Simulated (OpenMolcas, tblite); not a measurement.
Si2NH6 (SMILES [SiH2]N[SiH3]): methods side by side

Si2NH6 has 9 atoms, charge 0, and is taken as a doublet. SMILES: `[SiH2]N[SiH3]`. The coordinates come from a PBE0-D4/def2-TZVP relaxation. This is one conformer, not always the lowest.

```xyz
9

Si   -1.2009    0.9253   -0.9484
N     0.1969    0.6258    0.0252
Si    0.6117   -0.8205    0.8802
H    -1.6165   -0.3720   -1.5545
H    -0.8429    1.9134   -2.0109
H     0.7641    1.4393    0.2222
H     1.9826   -1.2765    0.5254
H    -0.3782   -1.8534    0.4885
H     0.5716   -0.6277    2.3554
```

Quantity: the dipole moment, in D. The values are calculated.

```
           level            kind     program  value (D)   CPU time
        GFN1-xTB  semi-empirical      tblite       1.60  under 2 s
       IPEA1-xTB  semi-empirical      tblite       1.51  under 2 s
     UHF/cc-pVDZ    Hartree–Fock  OpenMolcas       0.98       13 s
  USVWN5/cc-pVDZ             LDA  OpenMolcas       1.20       47 s
   UBLYP/cc-pVDZ             GGA  OpenMolcas       1.16       68 s
U-r2SCAN/cc-pVDZ        meta-GGA  OpenMolcas       1.09       88 s
   UTPSS/cc-pVDZ        meta-GGA  OpenMolcas       1.14       91 s
  UB3LYP/cc-pVDZ   global hybrid  OpenMolcas       1.09       67 s
```

The values span 0.98 to 1.60 D. Magnitudes only. Times are those of the runs behind each value, whatever else they computed, on shared processors of several kinds: orders of magnitude only.

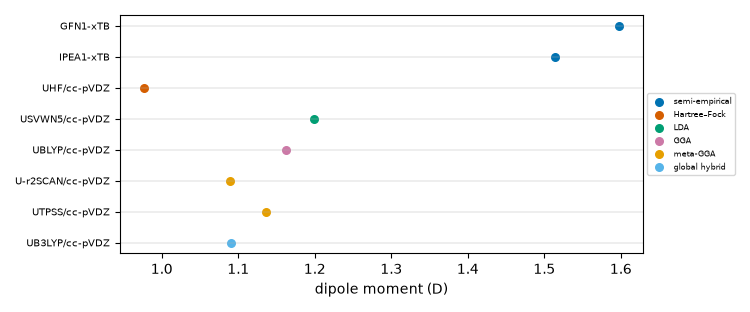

The values of the table, level by level.
